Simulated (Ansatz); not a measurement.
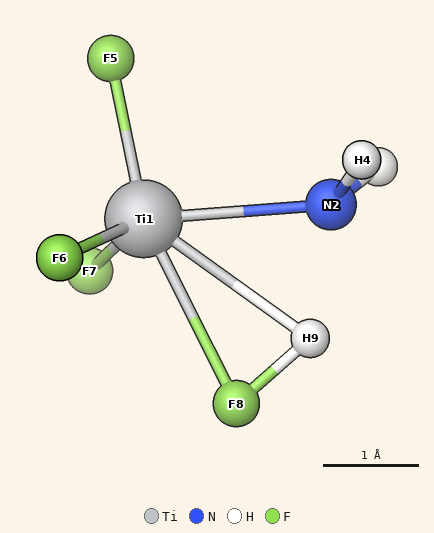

**Figure 1.** The input geometry (ball-and-stick view, seen at a tilt; atoms are numbered from 1 in the order of the input). Sticks mark near contacts. Bond lengths as drawn: F–H 1.04 Å, F–Ti 1.72 to 2.18 Å, H–N 1.01 Å, H–Ti 2.17 Å and N–Ti 1.99 Å.

# Run report: TiNH3F4, molecular dynamics (part 1 of 5)

The run: molecular dynamics of TiNH3F4. Method and program: RKS BHLYP/def2-SVP (Ansatz 0.2.0).

It belongs to a series of runs on one base structure; here: dynamics from the highest image of the converged band. Figures and captions count atoms from 1; the log counts them from 0 in places.

### Log
```
Engine: ansatz 0.2.0, x86_64-unknown-linux-gnu
Functional definition: BHLYP
  parameter a = 0.5
  exchange = (1 - a)*b88_x + a*exact_x
  correlation = lyp_c
1278 factors; integrals over basis functions are off by at most 3.3e-4 eV
mean field evaluation 1: about -35497.3819 eV, gradient 8.0e1 eV
mean field evaluation 2: about -35407.9547 eV, gradient 2.6e2 eV
mean field evaluation 4: about -35509.2059 eV, gradient 8.5e0 eV
mean field evaluation 8: about -35509.4503 eV, gradient 5.8e-1 eV
mean field evaluation 16: about -35509.4514 eV, gradient 1.9e-4 eV
mean field -35509.45138269 eV, -1304.9482691431 hartree, gradient 4.1e-5 eV, S^2 0.000000; 0 other end points of the search recorded, 0 dependent functions left out
the calculation of the forces begins
reference -35509.45162427 eV, -1304.9482780210 hartree; 34, 34 occupied and 82, 82 virtual orbitals, 1278 factors
md step     0: t =     0.00 fs  T =   300.0 K  F+E_penalty+E_count = -35509.45138269 eV  E_kin = 0.271446 eV  conserved = -35509.17993669 eV  (31 SCF iters)
these checks for a lower state are left out or cut short: starts, cluster_reference, orbital_swaps, neighbouring_geometries, increment
1278 factors; integrals over basis functions are off by at most 3.4e-4 eV
mean field -35509.44521252 eV, -1304.9480423936 hartree, gradient 2.5e-5 eV, S^2 0.000000; 0 other end points of the search recorded, 0 dependent functions left out
the calculation of the forces begins
reference -35509.44545415 eV, -1304.9480512735 hartree; 34, 34 occupied and 82, 82 virtual orbitals, 1278 factors
md step     1: t =     0.50 fs  T =   293.3 K  F+E_penalty+E_count = -35509.44521252 eV  E_kin = 0.265428 eV  conserved = -35509.17978408 eV  (38 SCF iters)
[... from here on the SCF iterations and repeated set-up lines of each step are left out, up to the last step ...]
md step     2: t =     1.00 fs  T =   275.6 K  F+E_penalty+E_count = -35509.42886232 eV  E_kin = 0.249404 eV  conserved = -35509.17945869 eV  (38 SCF iters)
md step     3: t =     1.50 fs  T =   252.3 K  F+E_penalty+E_count = -35509.40739945 eV  E_kin = 0.228310 eV  conserved = -35509.17908949 eV  (39 SCF iters)
md step     4: t =     2.00 fs  T =   229.8 K  F+E_penalty+E_count = -35509.38667656 eV  E_kin = 0.207891 eV  conserved = -35509.17878518 eV  (38 SCF iters)
md step     5: t =     2.50 fs  T =   213.2 K  F+E_penalty+E_count = -35509.37155574 eV  E_kin = 0.192934 eV  conserved = -35509.17862144 eV  (38 SCF iters)
md step     6: t =     3.00 fs  T =   205.6 K  F+E_penalty+E_count = -35509.36465598 eV  E_kin = 0.186017 eV  conserved = -35509.17863927 eV  (39 SCF iters)
md step     7: t =     3.50 fs  T =   206.5 K  F+E_penalty+E_count = -35509.36569725 eV  E_kin = 0.186859 eV  conserved = -35509.17883783 eV  (38 SCF iters)
md step     8: t =     4.00 fs  T =   212.6 K  F+E_penalty+E_count = -35509.37156507 eV  E_kin = 0.192405 eV  conserved = -35509.17915988 eV  (39 SCF iters)
md step     9: t =     4.50 fs  T =   218.6 K  F+E_penalty+E_count = -35509.37729487 eV  E_kin = 0.197812 eV  conserved = -35509.17948326 eV  (39 SCF iters)
md step    10: t =     5.00 fs  T =   219.2 K  F+E_penalty+E_count = -35509.37802912 eV  E_kin = 0.198381 eV  conserved = -35509.17964819 eV  (38 SCF iters)
md step    11: t =     5.50 fs  T =   212.1 K  F+E_penalty+E_count = -35509.37146155 eV  E_kin = 0.191926 eV  conserved = -35509.17953580 eV  (39 SCF iters)
md step    12: t =     6.00 fs  T =   199.3 K  F+E_penalty+E_count = -35509.35953884 eV  E_kin = 0.180366 eV  conserved = -35509.17917275 eV  (38 SCF iters)
md step    13: t =     6.50 fs  T =   186.9 K  F+E_penalty+E_count = -35509.34791067 eV  E_kin = 0.169142 eV  conserved = -35509.17876893 eV  (39 SCF iters)
md step    14: t =     7.00 fs  T =   181.4 K  F+E_penalty+E_count = -35509.34270642 eV  E_kin = 0.164109 eV  conserved = -35509.17859779 eV  (39 SCF iters)
md step    15: t =     7.50 fs  T =   185.3 K  F+E_penalty+E_count = -35509.34647916 eV  E_kin = 0.167698 eV  conserved = -35509.17878092 eV  (39 SCF iters)
md step    16: t =     8.00 fs  T =   195.9 K  F+E_penalty+E_count = -35509.35642236 eV  E_kin = 0.177234 eV  conserved = -35509.17918810 eV  (33 SCF iters)
md step    17: t =     8.50 fs  T =   206.4 K  F+E_penalty+E_count = -35509.36627587 eV  E_kin = 0.186716 eV  conserved = -35509.17955956 eV  (39 SCF iters)
md step    18: t =     9.00 fs  T =   210.5 K  F+E_penalty+E_count = -35509.37020050 eV  E_kin = 0.190495 eV  conserved = -35509.17970553 eV  (39 SCF iters)
md step    19: t =     9.50 fs  T =   205.7 K  F+E_penalty+E_count = -35509.36572654 eV  E_kin = 0.186131 eV  conserved = -35509.17959583 eV  (38 SCF iters)
md step    20: t =    10.00 fs  T =   193.4 K  F+E_penalty+E_count = -35509.35435193 eV  E_kin = 0.175033 eV  conserved = -35509.17931893 eV  (38 SCF iters)
md step    21: t =    10.50 fs  T =   178.2 K  F+E_penalty+E_count = -35509.34027132 eV  E_kin = 0.161269 eV  conserved = -35509.17900182 eV  (39 SCF iters)
md step    22: t =    11.00 fs  T =   165.4 K  F+E_penalty+E_count = -35509.32841139 eV  E_kin = 0.149656 eV  conserved = -35509.17875525 eV  (38 SCF iters)
md step    23: t =    11.50 fs  T =   159.1 K  F+E_penalty+E_count = -35509.32264727 eV  E_kin = 0.143994 eV  conserved = -35509.17865356 eV  (38 SCF iters)
md step    24: t =    12.00 fs  T =   161.2 K  F+E_penalty+E_count = -35509.32457762 eV  E_kin = 0.145847 eV  conserved = -35509.17873092 eV  (39 SCF iters)
md step    25: t =    12.50 fs  T =   170.2 K  F+E_penalty+E_count = -35509.33296589 eV  E_kin = 0.153987 eV  conserved = -35509.17897855 eV  (39 SCF iters)
md step    26: t =    13.00 fs  T =   181.9 K  F+E_penalty+E_count = -35509.34391018 eV  E_kin = 0.164573 eV  conserved = -35509.17933763 eV  (39 SCF iters)
md step    27: t =    13.50 fs  T =   190.3 K  F+E_penalty+E_count = -35509.35183790 eV  E_kin = 0.172144 eV  conserved = -35509.17969418 eV  (39 SCF iters)
md step    28: t =    14.00 fs  T =   189.5 K  F+E_penalty+E_count = -35509.35135468 eV  E_kin = 0.171460 eV  conserved = -35509.17989478 eV  (39 SCF iters)
md step    29: t =    14.50 fs  T =   176.6 K  F+E_penalty+E_count = -35509.33963722 eV  E_kin = 0.159834 eV  conserved = -35509.17980341 eV  (38 SCF iters)
md step    30: t =    15.00 fs  T =   153.7 K  F+E_penalty+E_count = -35509.31843741 eV  E_kin = 0.139039 eV  conserved = -35509.17939850 eV  (39 SCF iters)
md step    31: t =    15.50 fs  T =   127.6 K  F+E_penalty+E_count = -35509.29425588 eV  E_kin = 0.115412 eV  conserved = -35509.17884372 eV  (39 SCF iters)
md step    32: t =    16.00 fs  T =   107.5 K  F+E_penalty+E_count = -35509.27573527 eV  E_kin = 0.097303 eV  conserved = -35509.17843249 eV  (39 SCF iters)
md step    33: t =    16.50 fs  T =   100.4 K  F+E_penalty+E_count = -35509.26921706 eV  E_kin = 0.090823 eV  conserved = -35509.17839375 eV  (30 SCF iters)
md step    34: t =    17.00 fs  T =   106.8 K  F+E_penalty+E_count = -35509.27532845 eV  E_kin = 0.096608 eV  conserved = -35509.17872066 eV  (35 SCF iters)
md step    35: t =    17.50 fs  T =   121.4 K  F+E_penalty+E_count = -35509.28905469 eV  E_kin = 0.109859 eV  conserved = -35509.17919610 eV  (39 SCF iters)
md step    36: t =    18.00 fs  T =   136.4 K  F+E_penalty+E_count = -35509.30296152 eV  E_kin = 0.123391 eV  conserved = -35509.17957077 eV  (39 SCF iters)
md step    37: t =    18.50 fs  T =   145.1 K  F+E_penalty+E_count = -35509.31101335 eV  E_kin = 0.131304 eV  conserved = -35509.17970898 eV  (39 SCF iters)
md step    38: t =    19.00 fs  T =   145.0 K  F+E_penalty+E_count = -35509.31077368 eV  E_kin = 0.131161 eV  conserved = -35509.17961251 eV  (38 SCF iters)
md step    39: t =    19.50 fs  T =   137.2 K  F+E_penalty+E_count = -35509.30350660 eV  E_kin = 0.124139 eV  conserved = -35509.17936754 eV  (39 SCF iters)
md step    40: t =    20.00 fs  T =   125.8 K  F+E_penalty+E_count = -35509.29289909 eV  E_kin = 0.113814 eV  conserved = -35509.17908503 eV  (38 SCF iters)
md step    41: t =    20.50 fs  T =   115.4 K  F+E_penalty+E_count = -35509.28331341 eV  E_kin = 0.104449 eV  conserved = -35509.17886455 eV  (38 SCF iters)
md step    42: t =    21.00 fs  T =   109.9 K  F+E_penalty+E_count = -35509.27818390 eV  E_kin = 0.099408 eV  conserved = -35509.17877570 eV  (38 SCF iters)
md step    43: t =    21.50 fs  T =   110.6 K  F+E_penalty+E_count = -35509.27888850 eV  E_kin = 0.100040 eV  conserved = -35509.17884820 eV  (30 SCF iters)
md step    44: t =    22.00 fs  T =   116.3 K  F+E_penalty+E_count = -35509.28428182 eV  E_kin = 0.105219 eV  conserved = -35509.17906278 eV  (29 SCF iters)
md step    45: t =    22.50 fs  T =   123.4 K  F+E_penalty+E_count = -35509.29103555 eV  E_kin = 0.111691 eV  conserved = -35509.17934466 eV  (39 SCF iters)
md step    46: t =    23.00 fs  T =   127.4 K  F+E_penalty+E_count = -35509.29486461 eV  E_kin = 0.115295 eV  conserved = -35509.17956996 eV  (38 SCF iters)
md step    47: t =    23.50 fs  T =   124.7 K  F+E_penalty+E_count = -35509.29247294 eV  E_kin = 0.112866 eV  conserved = -35509.17960723 eV  (39 SCF iters)
md step    48: t =    24.00 fs  T =   115.1 K  F+E_penalty+E_count = -35509.28352996 eV  E_kin = 0.104131 eV  conserved = -35509.17939866 eV  (38 SCF iters)
md step    49: t =    24.50 fs  T =   102.1 K  F+E_penalty+E_count = -35509.27144016 eV  E_kin = 0.092402 eV  conserved = -35509.17903791 eV  (38 SCF iters)
md step    50: t =    25.00 fs  T =    91.8 K  F+E_penalty+E_count = -35509.26182233 eV  E_kin = 0.083071 eV  conserved = -35509.17875177 eV  (39 SCF iters)
md step    51: t =    25.50 fs  T =    88.8 K  F+E_penalty+E_count = -35509.25909034 eV  E_kin = 0.080348 eV  conserved = -35509.17874208 eV  (38 SCF iters)
md step    52: t =    26.00 fs  T =    93.4 K  F+E_penalty+E_count = -35509.26347907 eV  E_kin = 0.084468 eV  conserved = -35509.17901117 eV  (39 SCF iters)
md step    53: t =    26.50 fs  T =   101.3 K  F+E_penalty+E_count = -35509.27100093 eV  E_kin = 0.091642 eV  conserved = -35509.17935875 eV  (34 SCF iters)
md step    54: t =    27.00 fs  T =   107.0 K  F+E_penalty+E_count = -35509.27637708 eV  E_kin = 0.096822 eV  conserved = -35509.17955501 eV  (39 SCF iters)
md step    55: t =    27.50 fs  T =   107.2 K  F+E_penalty+E_count = -35509.27647770 eV  E_kin = 0.096971 eV  conserved = -35509.17950651 eV  (39 SCF iters)
md step    56: t =    28.00 fs  T =   102.3 K  F+E_penalty+E_count = -35509.27182387 eV  E_kin = 0.092542 eV  conserved = -35509.17928217 eV  (38 SCF iters)
md step    57: t =    28.50 fs  T =    95.8 K  F+E_penalty+E_count = -35509.26566769 eV  E_kin = 0.086641 eV  conserved = -35509.17902661 eV  (39 SCF iters)
md step    58: t =    29.00 fs  T =    91.7 K  F+E_penalty+E_count = -35509.26185765 eV  E_kin = 0.082999 eV  conserved = -35509.17885838 eV  (39 SCF iters)
md step    59: t =    29.50 fs  T =    93.0 K  F+E_penalty+E_count = -35509.26300056 eV  E_kin = 0.084178 eV  conserved = -35509.17882219 eV  (39 SCF iters)
md step    60: t =    30.00 fs  T =   100.3 K  F+E_penalty+E_count = -35509.26968462 eV  E_kin = 0.090781 eV  conserved = -35509.17890396 eV  (38 SCF iters)
md step    61: t =    30.50 fs  T =   112.2 K  F+E_penalty+E_count = -35509.28061230 eV  E_kin = 0.101543 eV  conserved = -35509.17906935 eV  (39 SCF iters)
md step    62: t =    31.00 fs  T =   125.8 K  F+E_penalty+E_count = -35509.29311405 eV  E_kin = 0.113831 eV  conserved = -35509.17928354 eV  (38 SCF iters)
md step    63: t =    31.50 fs  T =   137.3 K  F+E_penalty+E_count = -35509.30374968 eV  E_kin = 0.124248 eV  conserved = -35509.17950130 eV  (38 SCF iters)
md step    64: t =    32.00 fs  T =   143.1 K  F+E_penalty+E_count = -35509.30910243 eV  E_kin = 0.129451 eV  conserved = -35509.17965105 eV  (39 SCF iters)
md step    65: t =    32.50 fs  T =   140.7 K  F+E_penalty+E_count = -35509.30694413 eV  E_kin = 0.127299 eV  conserved = -35509.17964555 eV  (39 SCF iters)
md step    66: t =    33.00 fs  T =   130.5 K  F+E_penalty+E_count = -35509.29755282 eV  E_kin = 0.118118 eV  conserved = -35509.17943503 eV  (39 SCF iters)
md step    67: t =    33.50 fs  T =   116.4 K  F+E_penalty+E_count = -35509.28437102 eV  E_kin = 0.105296 eV  conserved = -35509.17907548 eV  (39 SCF iters)
md step    68: t =    34.00 fs  T =   104.2 K  F+E_penalty+E_count = -35509.27304031 eV  E_kin = 0.094300 eV  conserved = -35509.17874061 eV  (39 SCF iters)
md step    69: t =    34.50 fs  T =    99.6 K  F+E_penalty+E_count = -35509.26872904 eV  E_kin = 0.090103 eV  conserved = -35509.17862560 eV  (30 SCF iters)
md step    70: t =    35.00 fs  T =   104.3 K  F+E_penalty+E_count = -35509.27321191 eV  E_kin = 0.094409 eV  conserved = -35509.17880318 eV  (38 SCF iters)
md step    71: t =    35.50 fs  T =   115.6 K  F+E_penalty+E_count = -35509.28378828 eV  E_kin = 0.104620 eV  conserved = -35509.17916878 eV  (33 SCF iters)
md step    72: t =    36.00 fs  T =   127.4 K  F+E_penalty+E_count = -35509.29483662 eV  E_kin = 0.115313 eV  conserved = -35509.17952340 eV  (38 SCF iters)
md step    73: t =    36.50 fs  T =   133.9 K  F+E_penalty+E_count = -35509.30083740 eV  E_kin = 0.121140 eV  conserved = -35509.17969767 eV  (39 SCF iters)
md step    74: t =    37.00 fs  T =   132.0 K  F+E_penalty+E_count = -35509.29902663 eV  E_kin = 0.119408 eV  conserved = -35509.17961894 eV  (39 SCF iters)
md step    75: t =    37.50 fs  T =   123.0 K  F+E_penalty+E_count = -35509.29057681 eV  E_kin = 0.111256 eV  conserved = -35509.17932092 eV  (39 SCF iters)
md step    76: t =    38.00 fs  T =   111.8 K  F+E_penalty+E_count = -35509.28008860 eV  E_kin = 0.101163 eV  conserved = -35509.17892536 eV  (39 SCF iters)
md step    77: t =    38.50 fs  T =   105.1 K  F+E_penalty+E_count = -35509.27367618 eV  E_kin = 0.095075 eV  conserved = -35509.17860140 eV  (30 SCF iters)
md step    78: t =    39.00 fs  T =   108.1 K  F+E_penalty+E_count = -35509.27634406 eV  E_kin = 0.097853 eV  conserved = -35509.17849145 eV  (29 SCF iters)
md step    79: t =    39.50 fs  T =   122.8 K  F+E_penalty+E_count = -35509.28978868 eV  E_kin = 0.111147 eV  conserved = -35509.17864185 eV  (30 SCF iters)
md step    80: t =    40.00 fs  T =   146.6 K  F+E_penalty+E_count = -35509.31166535 eV  E_kin = 0.132678 eV  conserved = -35509.17898742 eV  (38 SCF iters)
md step    81: t =    40.50 fs  T =   173.7 K  F+E_penalty+E_count = -35509.33656771 eV  E_kin = 0.157173 eV  conserved = -35509.17939463 eV  (38 SCF iters)
md step    82: t =    41.00 fs  T =   197.1 K  F+E_penalty+E_count = -35509.35810057 eV  E_kin = 0.178381 eV  conserved = -35509.17971924 eV  (39 SCF iters)
md step    83: t =    41.50 fs  T =   211.5 K  F+E_penalty+E_count = -35509.37117215 eV  E_kin = 0.191327 eV  conserved = -35509.17984465 eV  (38 SCF iters)
md step    84: t =    42.00 fs  T =   214.5 K  F+E_penalty+E_count = -35509.37384121 eV  E_kin = 0.194126 eV  conserved = -35509.17971535 eV  (38 SCF iters)
md step    85: t =    42.50 fs  T =   208.6 K  F+E_penalty+E_count = -35509.36814525 eV  E_kin = 0.188768 eV  conserved = -35509.17937702 eV  (39 SCF iters)
md step    86: t =    43.00 fs  T =   199.3 K  F+E_penalty+E_count = -35509.35932544 eV  E_kin = 0.180338 eV  conserved = -35509.17898762 eV  (38 SCF iters)
md step    87: t =    43.50 fs  T =   193.0 K  F+E_penalty+E_count = -35509.35337742 eV  E_kin = 0.174632 eV  conserved = -35509.17874536 eV  (39 SCF iters)
md step    88: t =    44.00 fs  T =   193.7 K  F+E_penalty+E_count = -35509.35405694 eV  E_kin = 0.175297 eV  conserved = -35509.17875955 eV  (39 SCF iters)
md step    89: t =    44.50 fs  T =   201.4 K  F+E_penalty+E_count = -35509.36122370 eV  E_kin = 0.182242 eV  conserved = -35509.17898182 eV  (34 SCF iters)
md step    90: t =    45.00 fs  T =   212.5 K  F+E_penalty+E_count = -35509.37151004 eV  E_kin = 0.192243 eV  conserved = -35509.17926741 eV  (39 SCF iters)
md step    91: t =    45.50 fs  T =   222.1 K  F+E_penalty+E_count = -35509.38046755 eV  E_kin = 0.200980 eV  conserved = -35509.17948781 eV  (39 SCF iters)
md step    92: t =    46.00 fs  T =   226.6 K  F+E_penalty+E_count = -35509.38457101 eV  E_kin = 0.204987 eV  conserved = -35509.17958385 eV  (38 SCF iters)
md step    93: t =    46.50 fs  T =   224.0 K  F+E_penalty+E_count = -35509.38224115 eV  E_kin = 0.202695 eV  conserved = -35509.17954619 eV  (38 SCF iters)
md step    94: t =    47.00 fs  T =   215.2 K  F+E_penalty+E_count = -35509.37406918 eV  E_kin = 0.194683 eV  conserved = -35509.17938569 eV  (39 SCF iters)
md step    95: t =    47.50 fs  T =   202.8 K  F+E_penalty+E_count = -35509.36264060 eV  E_kin = 0.183508 eV  conserved = -35509.17913214 eV  (39 SCF iters)
md step    96: t =    48.00 fs  T =   191.4 K  F+E_penalty+E_count = -35509.35199906 eV  E_kin = 0.173147 eV  conserved = -35509.17885191 eV  (38 SCF iters)
md step    97: t =    48.50 fs  T =   185.5 K  F+E_penalty+E_count = -35509.34653888 eV  E_kin = 0.167887 eV  conserved = -35509.17865147 eV  (38 SCF iters)
md step    98: t =    49.00 fs  T =   188.7 K  F+E_penalty+E_count = -35509.34933686 eV  E_kin = 0.170698 eV  conserved = -35509.17863872 eV  (29 SCF iters)
md step    99: t =    49.50 fs  T =   200.8 K  F+E_penalty+E_count = -35509.36053738 eV  E_kin = 0.181686 eV  conserved = -35509.17885177 eV  (38 SCF iters)
md step   100: t =    50.00 fs  T =   218.4 K  F+E_penalty+E_count = -35509.37683921 eV  E_kin = 0.197630 eV  conserved = -35509.17920931 eV  (38 SCF iters)
md step   101: t =    50.50 fs  T =   235.7 K  F+E_penalty+E_count = -35509.39277325 eV  E_kin = 0.213235 eV  conserved = -35509.17953814 eV  (38 SCF iters)
md step   102: t =    51.00 fs  T =   247.2 K  F+E_penalty+E_count = -35509.40332868 eV  E_kin = 0.223656 eV  conserved = -35509.17967262 eV  (39 SCF iters)
md step   103: t =    51.50 fs  T =   250.7 K  F+E_penalty+E_count = -35509.40643691 eV  E_kin = 0.226876 eV  conserved = -35509.17956067 eV  (39 SCF iters)
md step   104: t =    52.00 fs  T =   248.1 K  F+E_penalty+E_count = -35509.40374502 eV  E_kin = 0.224447 eV  conserved = -35509.17929841 eV  (39 SCF iters)
md step   105: t =    52.50 fs  T =   243.3 K  F+E_penalty+E_count = -35509.39918512 eV  E_kin = 0.220127 eV  conserved = -35509.17905855 eV  (38 SCF iters)
md step   106: t =    53.00 fs  T =   240.3 K  F+E_penalty+E_count = -35509.39640488 eV  E_kin = 0.217442 eV  conserved = -35509.17896295 eV  (39 SCF iters)
md step   107: t =    53.50 fs  T =   240.8 K  F+E_penalty+E_count = -35509.39691293 eV  E_kin = 0.217900 eV  conserved = -35509.17901330 eV  (47 SCF iters)
md step   108: t =    54.00 fs  T =   244.1 K  F+E_penalty+E_count = -35509.39997554 eV  E_kin = 0.220844 eV  conserved = -35509.17913116 eV  (38 SCF iters)
md step   109: t =    54.50 fs  T =   248.1 K  F+E_penalty+E_count = -35509.40373243 eV  E_kin = 0.224490 eV  conserved = -35509.17924278 eV  (39 SCF iters)
md step   110: t =    55.00 fs  T =   250.9 K  F+E_penalty+E_count = -35509.40633921 eV  E_kin = 0.227024 eV  conserved = -35509.17931528 eV  (37 SCF iters)
md step   111: t =    55.50 fs  T =   251.1 K  F+E_penalty+E_count = -35509.40654999 eV  E_kin = 0.227208 eV  conserved = -35509.17934195 eV  (39 SCF iters)
md step   112: t =    56.00 fs  T =   248.2 K  F+E_penalty+E_count = -35509.40388225 eV  E_kin = 0.224559 eV  conserved = -35509.17932332 eV  (38 SCF iters)
md step   113: t =    56.50 fs  T =   242.4 K  F+E_penalty+E_count = -35509.39862902 eV  E_kin = 0.219366 eV  conserved = -35509.17926292 eV  (38 SCF iters)
md step   114: t =    57.00 fs  T =   235.0 K  F+E_penalty+E_count = -35509.39179987 eV  E_kin = 0.212632 eV  conserved = -35509.17916811 eV  (38 SCF iters)
md step   115: t =    57.50 fs  T =   227.6 K  F+E_penalty+E_count = -35509.38498275 eV  E_kin = 0.205931 eV  conserved = -35509.17905191 eV  (39 SCF iters)
md step   116: t =    58.00 fs  T =   222.3 K  F+E_penalty+E_count = -35509.38009302 eV  E_kin = 0.201152 eV  conserved = -35509.17894147 eV  (38 SCF iters)
md step   117: t =    58.50 fs  T =   221.1 K  F+E_penalty+E_count = -35509.37890640 eV  E_kin = 0.200022 eV  conserved = -35509.17888428 eV  (39 SCF iters)
md step   118: t =    59.00 fs  T =   224.8 K  F+E_penalty+E_count = -35509.38232353 eV  E_kin = 0.203394 eV  conserved = -35509.17892955 eV  (38 SCF iters)
```
